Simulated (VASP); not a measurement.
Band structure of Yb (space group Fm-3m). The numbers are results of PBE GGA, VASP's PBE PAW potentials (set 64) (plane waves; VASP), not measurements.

The 4f electrons are frozen in the core of the lanthanide potential, so 4f levels, which can set the real gap, and their magnetism are missing.

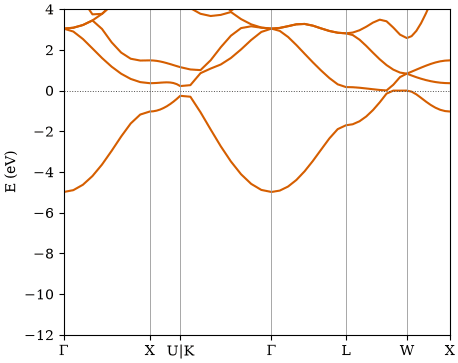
Fig. 1. Bands along high-symmetry lines, zero at the valence-band maximum or, without a gap, the Fermi level

### Question
Read the plot: is there a gap, and where are the band edges?

### Answer
It has no gap at this level: it comes out as a metal or semimetal.

The structure is a typed Yb crystal (Fm-3m). The cell was not relaxed at this level.
